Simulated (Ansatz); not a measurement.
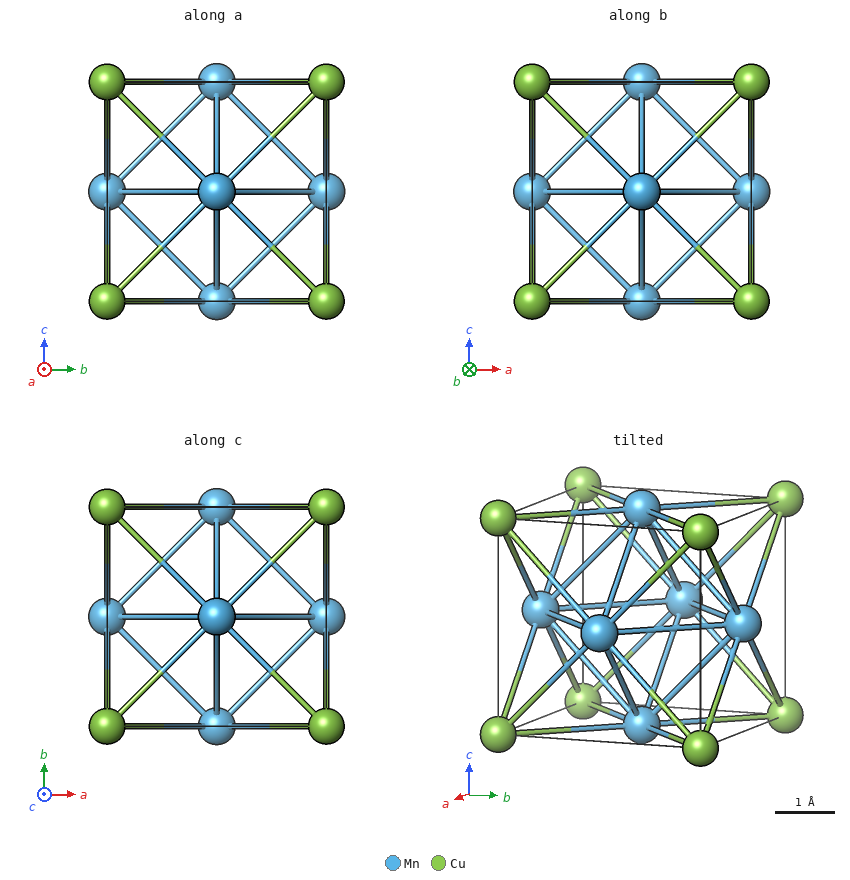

View along the a axis, along the b axis, along the c axis and slightly off an axis, drawn as a ball-and-stick model. The conventional unit cell is outlined; an atom on or near a face, edge or corner is repeated at each equivalent position.

Lattice parameters: a = 3.735 Å, b = 3.735 Å, c = 3.735 Å, α = 90.00°, β = 90.00°, γ = 90.00°.

Give the structure in the form of a table of Wyckoff sites.

Space group Pm-3m (No. 221).
| atom | site | x | y | z |
| --- | --- | --- | --- | --- |
| Mn | 3c | 0.0000 | 0.5000 | 0.5000 |
| Cu | 1a | 0.0000 | 0.0000 | 0.0000 |

The structure was taken from a structure type filled with these elements by a generator (whether the compound takes this form wasn't checked). Earlier steps of the study, as a rule a relaxation of our own, may have changed the cell and positions, so they can lie some per cent off the listed ones. Ansatz was used for an electronic-structure calculation on it.

At this level of theory the run's own cell isn't at rest (stretched, at -28 GPa), so its distances can differ from those at equilibrium, the more so the softer the solid.
